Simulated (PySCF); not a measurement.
# One shape, several levels: BHCl2 (SMILES [H]B(Cl)Cl)

Wanted: a comparison of 6 runs (PBE/STO-3G, PBE0/STO-3G, BCCD(T)/STO-3G, NEVPT2(2,2)/STO-3G, QCISD(T)/STO-3G, CISD/STO-3G) of BHCl2. The job is set up through a Python script.

Program for the calculation: PySCF 2.14.0.

2 further runs of the same task are left out: 2 set aside as unsound or not needed.

**1. Starting point**

BHCl2: 4 atoms, total charge 0, spin state singlet. As SMILES, `[H]B(Cl)Cl`. Geometry: relaxed at GFN2-xTB.

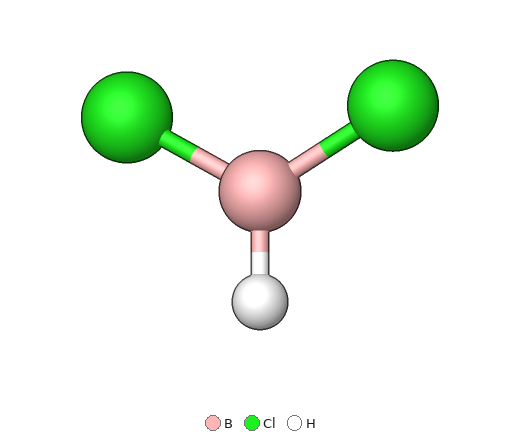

The structure, seen from a chosen angle (boron pink, chlorine green, hydrogen white).

**2. The energy at PBE/STO-3G (run 1)**

run.py reads:

```python
from pyscf import gto, dft

mol = gto.M(
    atom='''
B     -0.127122    -0.212311     0.002192
Cl     3.086660    -0.275446     0.023773
Cl    -1.688546     2.598978    -0.033051
H     -1.270992    -2.111221     0.007086
''',
    verbose=4,
    basis='sto-3g',
    unit='bohr',
    max_memory=1860,
    charge=0,
)

mf = dft.RKS(mol)
mf.xc = 'pbe'
mf.grids.level = 5
mf.conv_tol = 1e-10
mf.kernel()
if not mf.converged:
    mf = mf.newton().run(mf.mo_coeff, mf.mo_occ)

e_final = mf.e_tot
print(f'total energy: {e_final:.8f} hartree')
```

On the command line:

```
$ OMP_NUM_THREADS=1 python run.py
```

The log of the run:

```text
PySCF version 2.14.0

[... 73 lines left out ...]
converged SCF energy = -935.131844441405
total energy: -935.13184444 hartree
```

Run time: 3 s. Hardware: 1 thread of Arm Neoverse V1, shared host; peak memory 0.22 GiB.

**3. A single-point energy at PBE0/STO-3G (run 2)**

run.py reads:

```python
# BCl2H
from pyscf import gto, dft

system = gto.M(
    atom='B -0.067270 -0.112350 0.001160; Cl 1.633390 -0.145760 0.012580; Cl -0.893540 1.375320 -0.017490; H -0.672580 -1.117210 0.003750',
    spin=0,
    basis='sto-3g',
    max_memory=1860,
    verbose=4,
)

myscf = dft.RKS(system, xc='pbe0')
myscf.grids.level = 5
myscf.conv_tol = 1e-10
myscf.kernel()
if not myscf.converged:
    myscf = myscf.newton().run(myscf.mo_coeff, myscf.mo_occ)

e_tot = myscf.e_tot
print(f'total energy: {e_tot:.8f} hartree')
```

On the command line:

```
$ OMP_NUM_THREADS=1 python run.py
```

The log of the run:

```text
PySCF version 2.14.0

[... 65 lines left out ...]
converged SCF energy = -935.282583693842
total energy: -935.28258369 hartree
```

Run time: 2.8 s. Hardware: 1 thread of Arm Neoverse V1, shared host; peak memory 0.22 GiB.

Runs 3 to 5 aren't shown in full; the table further down has their settings and results.

**4. A single-point energy at CISD/STO-3G (run 6)**

job.py reads:

```python
from pyscf import gto, ci

molecule = gto.Mole()
molecule.atom = '''
B     -0.127122    -0.212311     0.002192
Cl     3.086660    -0.275446     0.023773
Cl    -1.688546     2.598978    -0.033051
H     -1.270992    -2.111221     0.007086
'''
molecule.max_memory = 1860
molecule.spin = 0
molecule.verbose = 3
molecule.unit = 'bohr'
molecule.basis = 'sto-3g'
molecule.build()

calc0 = molecule.RHF()
calc0.conv_tol = 1e-10
calc0.kernel()
if not calc0.converged:
    calc0 = calc0.newton().run(calc0.mo_coeff, calc0.mo_occ)

cisd = ci.CISD(calc0, frozen=11)
cisd.kernel()
etot = cisd.e_tot
print('E(%s) = %.9f' % ('CISD', etot))
```

On the command line:

```
$ OMP_NUM_THREADS=1 python job.py
```

The log of the run:

```text
converged SCF energy = -934.177968694704
E(RCISD) = -934.2420222169961  E_corr = -0.06405352229171268
E(CISD) = -934.242022217
```

Run time: 0.8 s. Hardware: 1 thread of Arm Neoverse V1, shared host; peak memory 0.12 GiB.

**5. The series**

```csv
run,level,integration grid,frozen core orbitals,energy (Eh),dipole moment (D) of the reference,HOMO energy (eV),LUMO energy (eV),wall time
1,PBE/STO-3G,5,–,-935.131844,0.59,-6.36,-0.64,3 s
2,PBE0/STO-3G,5,–,-935.282584,0.79,-7.91,0.40,2.8 s
3,BCCD(T)/STO-3G,–,11,-934.245659,–,–,–,1.1 s
4,"NEVPT2(2,2)/STO-3G",–,–,-934.231595,1.20,-11.34,5.07,1.1 s
5,QCISD(T)/STO-3G,–,11,-934.246076,1.20,-11.34,5.07,0.76 s
6,CISD/STO-3G,–,11,-934.242022,1.20,-11.34,5.07,0.8 s
```

**6. What came out**

| quantity | value |
| --- | --- |
| run 6: total energy | -934.24202 Eh |
| run 6: dipole moment (Hartree–Fock density) | 1.20 D |
| run 6: HOMO energy (Hartree–Fock orbitals) | -11.34 eV |
| run 6: LUMO energy (Hartree–Fock orbitals) | 5.07 eV |
| run 6: HOMO–LUMO gap (Hartree–Fock orbitals) | 16.41 eV |
| run 6: correlation energy (11 core orbitals frozen) | -64.1 mEh |

What this shows: Totals of different functionals can't be ranked against each other. In runs 1, 2, 3, 4, 5, 6 the basis is minimal, so the values are rough. All runs together took 9.6 s, the longest 3 s.
